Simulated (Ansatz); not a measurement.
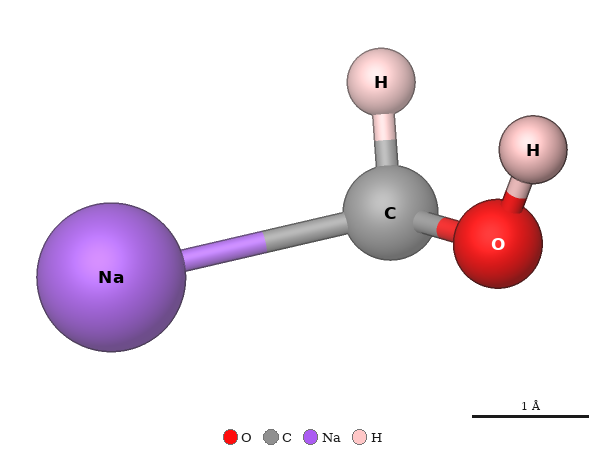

Depth is shown by fading: the farther an atom, the more it takes the colour of the background. State: charge −1, singlet. The computed structure is the end point of a PBE-D4/def2-SVPD optimisation. No frequency run is at hand to confirm it as a minimum. Masses are those of the most abundant isotopes; constants are for the rigid equilibrium geometry.

What kind of rotor is it, and what are its rotational constants in MHz?

An asymmetric top (C1): A = 51115, B = 3979, C = 3779 MHz. Ray's parameter κ is −0.99, close to the prolate limit.
